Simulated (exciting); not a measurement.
Two BSE runs for the F K edge of ScF3, space group R-3c. Run A: exciting, all-electron LAPW+lo, LDA, exchange and screened direct term (singlet BSE), 3×3×3 shifted k points, 48 conduction bands, |G+q| up to 3 bohr⁻¹, full RPA screening with nempty = 80, Lorentzian half width 0.45 eV. Run B has a fault in its input.

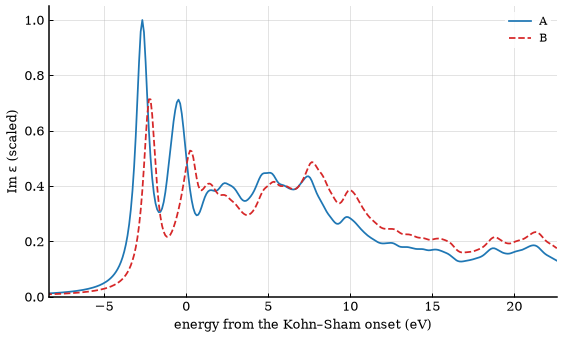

Energy from the Kohn–Sham onset, core level to the lowest empty state found on the meshes used; one zero for both, scaled to A's maximum.

What most likely went wrong in run B?

The cutoff of the kernels is far too low (cutoff of the kernels (bohr⁻¹) from 3 to 0.6). Against run A the r.m.s. difference is 38 %. The highest maximum lies at -2.3 eV (0.71), against -2.7 eV (1.00). The first bright state moves from -2.72 to -2.35 eV. The kernels miss the short-range part of the Coulomb interaction, its components above their cutoff. Other settings could leave a like mark; this is the change that was made.

[Hosts, paths, dates, database ids (printed as entryN), source tags and the programs' standing remarks are cut or masked in the printed files.]
